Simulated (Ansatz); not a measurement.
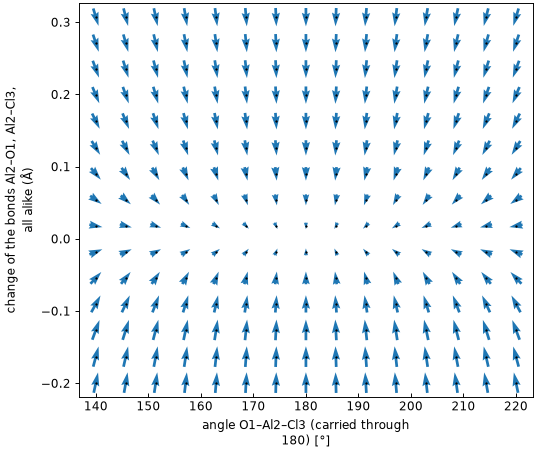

AlClO, SMILES [O]=[Al][Cl]. First axis: angle O1–Al2–Cl3 (carried through 180). Second axis: change of the bonds Al2–O1, Al2–Cl3, all alike. Nothing is relaxed (all other coordinates rigid). The grid has 15 × 15 points; 120 points were computed and 105 follow by symmetry. Points are written as (first, second). Level of theory: RHF/def2-TZVP (Ansatz).

In the figure: dots at the grid points, arrows along the force (downhill), their lengths compressed.

### The arrows alone are given. Where is the energy lowest?

The arrows converge at about (180°, 0.000 Å) (read from the interpolated surface).

The energy map of the same scan:

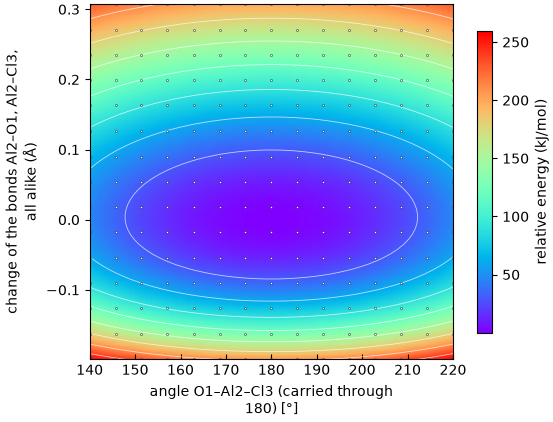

Energies are in kJ/mol, from the relaxed molecule at the same level; between grid points the surface is interpolated.
